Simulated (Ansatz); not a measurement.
# MoP: pressure series

Consider MoP (space group P-6m2, No. 187; a = 3.241 Å, c = 3.195 Å).

Cell and atoms are relaxed at each pressure.

Level of theory: PBE (Ansatz, a program for electronic structure; PAW; 420 eV plane waves; no spin-orbit coupling).

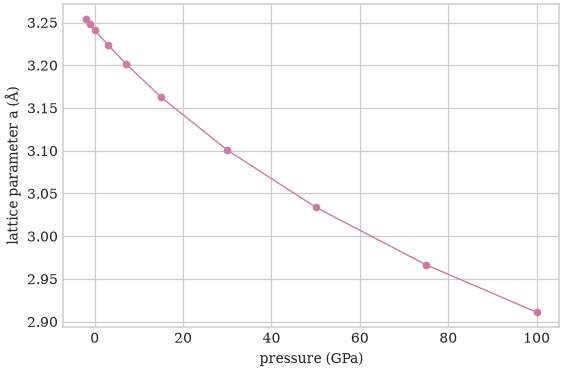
Fig. 1. Lattice parameter a against pressure

```tsv
pressure (GPa)	lattice parameter a
-2	3.254 Å
-1	3.248 Å
3	3.224 Å
7	3.202 Å
15	3.163 Å
30	3.101 Å
50	3.034 Å
75	2.967 Å
100	2.911 Å
```

Load acts through the strain it causes; cell and atoms are relaxed under it. Stability against distortions was not tested. No other phases were tried under pressure. All final runs are without spin polarisation. An odd electron count without spin: MoP.
